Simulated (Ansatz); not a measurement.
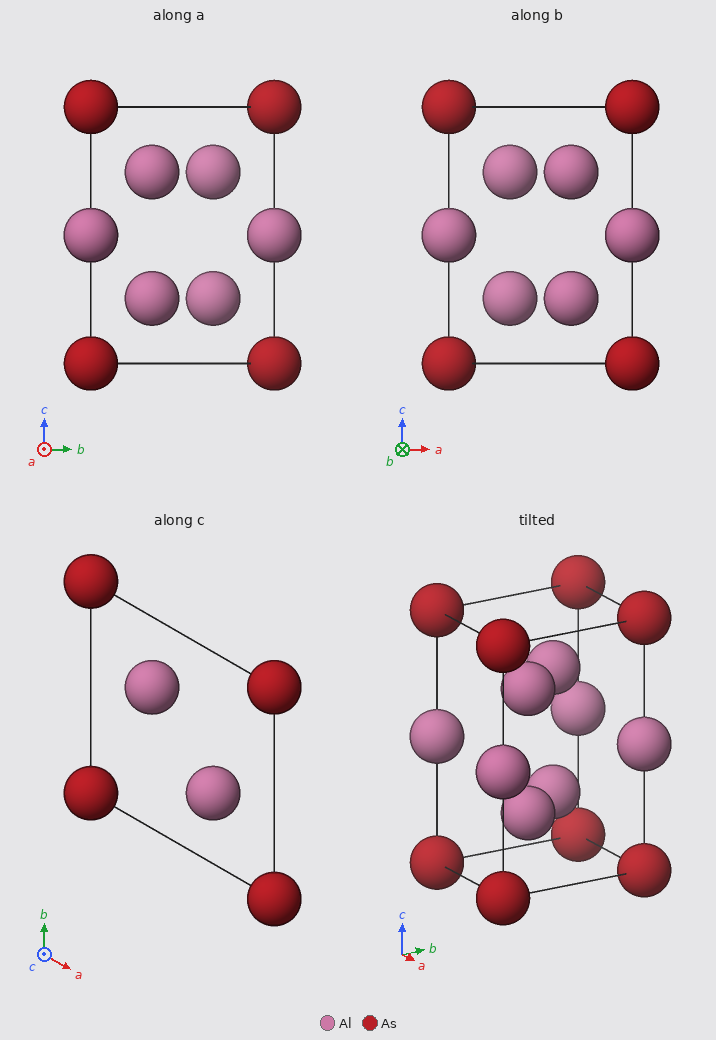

This spheres-only model is shown along the a axis, along the b axis, along the c axis and slightly off an axis. One conventional unit cell is outlined, and atoms on its boundary appear in each equivalent place.

Lattice parameters: a = 4.6726 Å, b = 4.6726 Å, c = 5.6614 Å, α = 90.000°, β = 90.000°, γ = 120.000°.

Transcribe the picture into a CIF with its space group and independent sites, with free fractional coordinates to two decimals.

```cif
data_structure
_symmetry_space_group_name_H-M 'P 6/m m m'
_symmetry_Int_Tables_number 191
_cell_length_a 4.6726
_cell_length_b 4.6726
_cell_length_c 5.6614
_cell_angle_alpha 90.000
_cell_angle_beta 90.000
_cell_angle_gamma 120.000
_cell_volume 107.05
loop_
_atom_site_label
_atom_site_type_symbol
_atom_site_symmetry_multiplicity
_atom_site_Wyckoff_symbol
_atom_site_fract_x
_atom_site_fract_y
_atom_site_fract_z
_atom_site_occupancy
Al1 Al 4 h 0.3333 0.6667 0.25 1
Al2 Al 1 b 0.00 0.00 0.50 1
As1 As 1 a 0.00 0.00 0.00 1
```

It goes back to a random cell made by a generator, so it need not be a real form of the compound. Atoms and cell were optimised with DFT PBE, scalar-relativistic, plane waves, PAW (Ansatz 0.2.0).
